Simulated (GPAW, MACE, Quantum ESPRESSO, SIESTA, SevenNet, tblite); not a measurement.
# Running amorphous Si0.4Ge0.6 (101 atoms) with SIESTA, part 2 of 2

Aim: run amorphous Si0.4Ge0.6 (101 atoms) in SIESTA and see how near its forces come to a plane-wave reference, and at what cost.

Program: SIESTA 5.4.2; the method stands at each step. Banners, paths, timers and routine set-up lines are dropped from the logs unmarked, and long logs keep their key lines alone; longer cuts are marked. The potentials were converted by us to PSML.

So far. Step 2 (PBE, DZP, shift 0.01 Ry, mesh 300 Ry): Forces lie 26 % from the reference's, at 0.30 times its CPU time (on 2 against 4 cores). Step 3 (PBE, SZ, shift 0.01 Ry, mesh 300 Ry): Against the first run (26 %), the force difference from the reference is 77 %, at 0.22 times the CPU time (on 1 against 2 cores), with 709 basis functions against 1618: the smaller basis costs accuracy.

## (4) BLYP, PBE potentials, DZP, shift 0.01 Ry, mesh 300 Ry

Method: Kohn-Sham DFT, BLYP, PseudoDojo 0.4.1 norm-conserving pseudopotentials (converted to PSML), numerical atomic orbitals (DZP), diagonalisation.

The input, input.fdf:

```
SystemLabel cell
NumberOfAtoms 101
NumberOfSpecies 2
%block ChemicalSpeciesLabel
  1 14 Si
  2 32 Ge
%endblock ChemicalSpeciesLabel
LatticeConstant 1.0 Ang
%block LatticeVectors
  13.08230 0.00000 0.00000
  0.00000 13.08230 0.00000
  0.00000 0.00000 13.08230
%endblock LatticeVectors
PAO.BasisSize DZP
PAO.EnergyShift 0.01 Ry
XC.Functional GGA
XC.Authors BLYP
MeshCutoff 300 Ry
%block kgrid_Monkhorst_Pack
  1 0 0 0.0
  0 1 0 0.0
  0 0 1 0.0
%endblock kgrid_Monkhorst_Pack
SolutionMethod diagon
OccupationFunction FD
ElectronicTemperature 580 K
SCF.Mixer.Method Pulay
SCF.Mixer.Weight 0.05
SCF.Mixer.History 8
SCF.Mix Hamiltonian
MaxSCFIterations 300
SCF.DM.Tolerance 1e-04
SCF.H.Tolerance 1.0e-3 eV
WriteForces T
Write.HirshfeldPop T
Write.VoronoiPop T
Write.DM F
Write.H F
XML.Write F
AtomicCoordinatesFormat Fractional
%block AtomicCoordinatesAndAtomicSpecies
[... 101 atom lines left out: the same atoms as in the first run ...]
%endblock AtomicCoordinatesAndAtomicSpecies
```

The run is started by

```sh
$ OMP_NUM_THREADS=1 mpirun -np 2 siesta < input.fdf > output.txt
```

What it wrote:

```text
Version         : 5.4.2
reinit: System Name:
reinit: System Label: cell
initatom: Reading input for the pseudopotentials and atomic orbitals ----------
Species number:   1 Atomic number:   14 Label: Si
Species number:   2 Atomic number:   32 Label: Ge
Ground state valence configuration (from tables):   3s02  3p02  3d00  4f00
[... lines left out ...]
        iscf     Eharris(eV)        E_KS(eV)     FreeEng(eV)     dDmax    Ef(eV) dHmax(eV)
[... lines left out ...]
SCF Convergence by DM+H criterion
[... lines left out ...]
SCF cycle converged after 20 iterations
[... lines left out ...]
   Max    2.657420
[... lines left out ...]
   Max    2.657420    constrained
Stress tensor Voigt[x,y,z,yz,xz,xy] (kbar):      -57.88      -51.70      -60.39       -2.41       -2.29        9.92
[... lines left out ...]
siesta: FreeEng =   -152459.956637
[... lines left out ...]
siesta:         Fermi =      -3.580616
[... lines left out ...]
siesta:           0.03536236          0.03739758  eV/Ang**3
siesta:          56.65675474         59.91752447  kBar
    Orbital volume contribution        =          79.165940 eV
    (Free)E + p_basis*V_orbitals       =     -152380.790697 eV
    (Free)Eharris+ p_basis*V_orbitals  =     -152380.790700 eV
Hirshfeld Atomic Populations:
Atom #   charge [q] valence [e]  Species
     1    -0.001684    4.001684  Si
     2    -0.015471    4.015471  Si
     3    -0.029068    4.029068  Si
[...]
41     0.018995   13.981005  Ge
    42     0.027217   13.972783  Ge
    43     0.024951   13.975049  Ge
[...]
--------------------
 Total    -0.000023
Voronoi Atomic Populations:
Atom #   charge [q] valence [e]  Species
[...]
39     0.013466    3.986534  Si
    40    -0.003835    4.003835  Si
[...]
100     0.029294   13.970706  Ge
   101     0.017937   13.982063  Ge
--------------------
 Total    -0.000024
```

Run time: 5.7 min. Hardware: 2 MPI ranks of Arm Neoverse V1, shared host; peak memory 2.4 GiB; 11 min of CPU time.

Numbers from this run, and their distance from the reference:

```yaml
r_m_s_force_component: 0.6031 eV/Å
r_m_s_difference_of_force_components: 141.9 meV/Å
longest_difference_of_force_vectors: 495.6 meV/Å
force_difference_over_r_m_s_force: 26.57 %
slope_of_forces_against_the_reference_s: 1.103
correlation_of_force_components: 0.9762
pressure: 5.666 GPa
pressure_difference: 5.377 GPa
```

Against the first run (26 %), the force difference from the reference is 27 %, at 0.96 times the CPU time; the model has changed, so this is no error of the program alone.

## (5) PBE, SZP, shift 0.01 Ry, mesh 300 Ry

Method: Kohn-Sham DFT, PBE, PseudoDojo 0.4.1 norm-conserving pseudopotentials (converted to PSML), numerical atomic orbitals (SZP), diagonalisation.

input.fdf, as its differences from that of step 4:

```diff
@@ -13,6 +13,6 @@
 %endblock LatticeVectors
-PAO.BasisSize DZP
+PAO.BasisSize SZP
 PAO.EnergyShift 0.01 Ry
 XC.Functional GGA
-XC.Authors BLYP
+XC.Authors PBE
 MeshCutoff 300 Ry
```

The run is started by

```sh
$ OMP_NUM_THREADS=1 siesta < input.fdf > output.txt
```

What it wrote:

```text
Version         : 5.4.2
reinit: System Name:
reinit: System Label: cell
initatom: Reading input for the pseudopotentials and atomic orbitals ----------
Species number:   1 Atomic number:   14 Label: Si
Species number:   2 Atomic number:   32 Label: Ge
Ground state valence configuration (from tables):   3s02  3p02  3d00  4f00
[... lines left out ...]
        iscf     Eharris(eV)        E_KS(eV)     FreeEng(eV)     dDmax    Ef(eV) dHmax(eV)
[... lines left out ...]
SCF Convergence by DM+H criterion
[... lines left out ...]
SCF cycle converged after 19 iterations
[... lines left out ...]
   Max    3.138785
[... lines left out ...]
   Max    3.138785    constrained
Stress tensor Voigt[x,y,z,yz,xz,xy] (kbar):      -42.33      -33.56      -42.39       -1.99       -1.97       12.90
[... lines left out ...]
siesta: FreeEng =   -152730.497885
[... lines left out ...]
siesta:         Fermi =      -4.066046
[... lines left out ...]
siesta:           0.02460836          0.02421668  eV/Ang**3
siesta:          39.42694677         38.79939204  kBar
    Orbital volume contribution        =          65.018502 eV
    (Free)E + p_basis*V_orbitals       =     -152665.479383 eV
    (Free)Eharris+ p_basis*V_orbitals  =     -152665.479387 eV
Hirshfeld Atomic Populations:
Atom #   charge [q] valence [e]  Species
     1    -0.006309    4.006309  Si
     2    -0.024185    4.024185  Si
     3    -0.032004    4.032004  Si
[...]
41     0.028791   13.971209  Ge
    42     0.029942   13.970058  Ge
    43     0.027527   13.972473  Ge
[...]
--------------------
 Total     0.000021
Voronoi Atomic Populations:
Atom #   charge [q] valence [e]  Species
[...]
39     0.002000    3.998000  Si
    40    -0.007171    4.007171  Si
[...]
100     0.033237   13.966763  Ge
   101     0.028658   13.971342  Ge
--------------------
 Total     0.000021
```

It took 7.9 min on 1 thread; peak memory 1.9 GiB.

Compared with the plane-wave run:

```
r.m.s. force component                  : 0.7381 eV/Å
r.m.s. difference of force components   : 263.1 meV/Å
longest difference of force vectors     : 885.1 meV/Å
force difference over r.m.s. force      : 49.28 %
slope of forces against the reference's : 1.334
correlation of force components         : 0.965
pressure                                : 3.943 GPa
pressure difference                     : 3.654 GPa
```

This is a coarse setting, run to see what it loses.

Against the first run (26 %), the force difference from the reference is 49 %, at 0.66 times the CPU time (on 1 against 2 cores), with 1214 basis functions against 1618: the smaller basis costs accuracy.

## (6) PBE, TZP, shift 0.01 Ry, mesh 300 Ry

Method: Kohn-Sham DFT, PBE, PseudoDojo 0.4.1 norm-conserving pseudopotentials (converted to PSML), numerical atomic orbitals (TZP), diagonalisation.

input.fdf, as its differences from that of step 5:

```diff
@@ -13,3 +13,3 @@
 %endblock LatticeVectors
-PAO.BasisSize SZP
+PAO.BasisSize TZP
 PAO.EnergyShift 0.01 Ry
```

The run is started by

```sh
$ OMP_NUM_THREADS=1 mpirun -np 2 siesta < input.fdf > output.txt
```

What it wrote:

```text
Version         : 5.4.2
reinit: System Name:
reinit: System Label: cell
initatom: Reading input for the pseudopotentials and atomic orbitals ----------
Species number:   1 Atomic number:   14 Label: Si
Species number:   2 Atomic number:   32 Label: Ge
Ground state valence configuration (from tables):   3s02  3p02  3d00  4f00
Ground state valence configuration (from tables):   4s02  4p02  4d00  4f00
---- Processing specs for species: Si
GGA--PBE XC_GGA_X_PBE--XC_GGA_C_PBE pb
---- Processing specs for species: Ge
GGA--PBE XC_GGA_X_PBE--XC_GGA_C_PBE pb
[... lines left out ...]
stepf: Fermi-Dirac step function
        iscf     Eharris(eV)        E_KS(eV)     FreeEng(eV)     dDmax    Ef(eV) dHmax(eV)
[... lines left out ...]
SCF Convergence by DM+H criterion
[... lines left out ...]
SCF cycle converged after 21 iterations
[... lines left out ...]
   Max    2.681308
[... lines left out ...]
   Max    2.681308    constrained
Stress tensor Voigt[x,y,z,yz,xz,xy] (kbar):      -15.89       -9.57      -17.67       -2.35       -2.23       10.65
[... lines left out ...]
siesta: FreeEng =   -152763.608415
[... lines left out ...]
siesta:       Ion-ion =  -60913.439664
siesta:         Total = -152763.278358
siesta:         Fermi =      -4.010294
siesta: Stress tensor (static) (eV/Ang**3):
siesta:    -0.009916    0.006645   -0.001391
siesta:     0.006645   -0.005973   -0.001468
siesta:    -0.001391   -0.001468   -0.011030
siesta: Cell volume =       2238.990816 Ang**3
siesta: Pressure (static):
siesta:                Solid            Molecule  Units
siesta:           0.00009773          0.00011298  Ry/Bohr**3
siesta:           0.00897317          0.01037328  eV/Ang**3
siesta:          14.37660110         16.61982803  kBar
    Orbital volume contribution        =          99.237759 eV
    (Free)E + p_basis*V_orbitals       =     -152664.370656 eV
    (Free)Eharris+ p_basis*V_orbitals  =     -152664.370657 eV
Hirshfeld Atomic Populations:
Atom #   charge [q] valence [e]  Species
     1    -0.003893    4.003893  Si
     2    -0.016315    4.016315  Si
     3    -0.029590    4.029590  Si
[...]
41     0.022933   13.977067  Ge
    42     0.026098   13.973902  Ge
    43     0.025883   13.974117  Ge
[...]
--------------------
 Total     0.000081
Voronoi Atomic Populations:
Atom #   charge [q] valence [e]  Species
[...]
39     0.011067    3.988933  Si
    40    -0.003868    4.003868  Si
[...]
100     0.032095   13.967905  Ge
   101     0.023148   13.976852  Ge
--------------------
 Total     0.000081
```

The job ended after 8.3 min (2 MPI ranks; peak memory 2.8 GiB; 17 min of CPU time).

Compared with the plane-wave run:

- r.m.s. force component: 0.6073 eV/Å
- r.m.s. difference of force components: 126.9 meV/Å
- longest difference of force vectors: 415.8 meV/Å
- force difference over r.m.s. force: 23.76 %
- slope of forces against the reference's: 1.119
- correlation of force components: 0.9835
- pressure: 1.438 GPa
- pressure difference: 1.149 GPa

Against the first run (26 %), the force difference from the reference is 24 %, at 1.4 times the CPU time, with 2022 basis functions against 1618.

The run ends at a pressure of 1.44 GPa, with forces up to 2.7 eV/Å.

## (7) Side by side

Differences are against the plane-wave reference, forces as r.m.s. over components; share is that over the reference's r.m.s. force, slope the least-squares factor from reference forces to these. Total energies of different programs have different zeros and aren't compared.

| run | Δ force, r.m.s. (meV/Å) | share (%) | slope | Δ pressure (GPa) | cores | CPU time | memory (GiB) |
| --- | --- | --- | --- | --- | --- | --- | --- |
| reference | - | - | - | - | 4 | 40 min | 6.8 |
| SIESTA PBE, DZP, shift 0.01 Ry, mesh 300 Ry | 139 | 26.1 | 1.129 | 1.45 | 2 | 12 min | 2.4 |
| SIESTA PBE, SZ, shift 0.01 Ry, mesh 300 Ry (coarse) | 411 | 76.9 | 1.442 | 8.63 | 1 | 2.6 min | 1.0 |
| SIESTA BLYP, PBE potentials, DZP, shift 0.01 Ry, mesh 300 Ry | 142 | 26.6 | 1.103 | 5.38 | 2 | 11 min | 2.4 |
| SIESTA PBE, SZP, shift 0.01 Ry, mesh 300 Ry (coarse) | 263 | 49.3 | 1.334 | 3.65 | 1 | 7.9 min | 1.9 |
| SIESTA PBE, TZP, shift 0.01 Ry, mesh 300 Ry | 127 | 23.8 | 1.119 | 1.15 | 2 | 17 min | 2.8 |

Rows marked coarse were listed beforehand as settings not expected to be converged; some can still land near the reference.

CPU time is summed over cores on a shared host, where runs went side by side, so it is rough. Symmetry, cutoffs, thresholds, outputs and thread counts weren't matched or tuned between programs; memory under MPI is the largest rank's times the ranks.

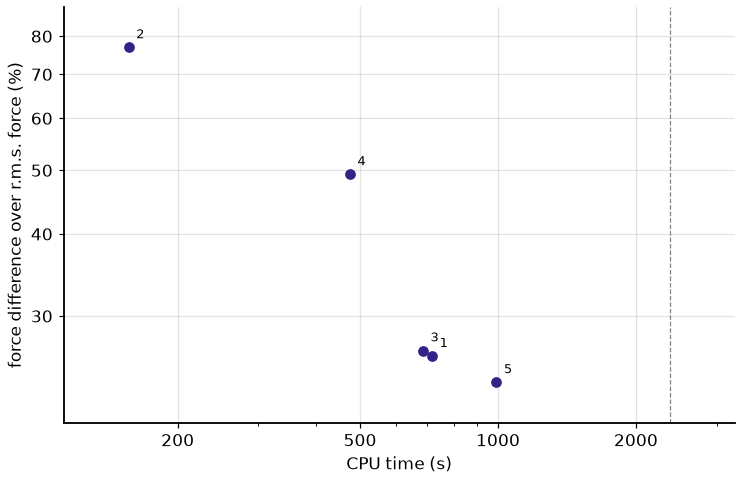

Force difference against CPU time; the dashed line marks the reference's time. Points: 1 SIESTA PBE, DZP, shift 0.01 Ry, mesh 300 Ry; 2 SIESTA PBE, SZ, shift 0.01 Ry, mesh 300 Ry; 3 SIESTA BLYP, PBE potentials, DZP, shift 0.01 Ry, mesh 300 Ry; 4 SIESTA PBE, SZP, shift 0.01 Ry, mesh 300 Ry; 5 SIESTA PBE, TZP, shift 0.01 Ry, mesh 300 Ry.

Mean charges by element (e), by run and scheme:

| run | scheme | Si | Ge |
| --- | --- | --- | --- |
| SIESTA PBE, DZP, shift 0.01 Ry, mesh 300 Ry | Hirshfeld | -0.03 | +0.02 |
| SIESTA BLYP, PBE potentials, DZP, shift 0.01 Ry, mesh 300 Ry | Hirshfeld | -0.03 | +0.02 |
| SIESTA PBE, TZP, shift 0.01 Ry, mesh 300 Ry | Hirshfeld | -0.03 | +0.02 |

## (8) Outcome

| Item | Value |
| --- | --- |
| nearest in forces | SIESTA PBE, TZP, shift 0.01 Ry, mesh 300 Ry, 24 % |
| its CPU time | 17 min |

**Reading.** The PBE runs in local orbitals, coarse settings apart, differ by 24 % (SIESTA PBE, TZP, shift 0.01 Ry, mesh 300 Ry) to 26 % (SIESTA PBE, DZP, shift 0.01 Ry, mesh 300 Ry); basis, grid and potentials can all enter. Rows with another functional or a dispersion term differ by 27 % (SIESTA BLYP, PBE potentials, DZP, shift 0.01 Ry, mesh 300 Ry), which mixes the change of model with differences of basis and potentials, some of them made for another functional. Runs with settings chosen to be coarse differ by 49 % (SIESTA PBE, SZP, shift 0.01 Ry, mesh 300 Ry) to 77 % (SIESTA PBE, SZ, shift 0.01 Ry, mesh 300 Ry), their programs' other errors included. Of the electronic-structure runs that take under half the reference's CPU time, SIESTA PBE, TZP, shift 0.01 Ry, mesh 300 Ry comes nearest, at 24 % in 17 min against 40 min. SIESTA PBE, SZP, shift 0.01 Ry, mesh 300 Ry stiffens the forces by a factor of 1.33 while following their directions (correlation 0.965); the slopes of the 5 SIESTA runs lie between 1.10 and 1.44. In pressure, SIESTA PBE, SZ, shift 0.01 Ry, mesh 300 Ry misses by +8.6 GPa, at the same functional. The mean charges agree among these rows within 0.01 e. The reference's pressure holds the uncorrected Pulay stress of its 45 Ry basis, so small pressure differences, and their order, may be the reference's own error. The quench rate of 500 K/ps is many orders above laboratory rates, so the cell is likely richer in defects and strain than a real sample. The network of bonds at the start is that of the classical potential that made the cell, and needn't be the one that DFT or experiment would give. The electronic-structure runs sample only Γ, in a cell whose shortest periodic width is 13 Å, which is coarse for a cell with partly filled levels.

[Also dropped from logs without a mark: logging warnings of Python, and SIESTA's first energy breakdown and zero terms.]

[Logs are printed without paths, hosts, clocks, repeated set-up lines and the standing remarks that a program may print on its own settings, such as how far it seeks lower states.]

[Hosts, paths, dates, database ids (printed as entryN), source tags and the programs' standing remarks are cut or masked in the printed files.]
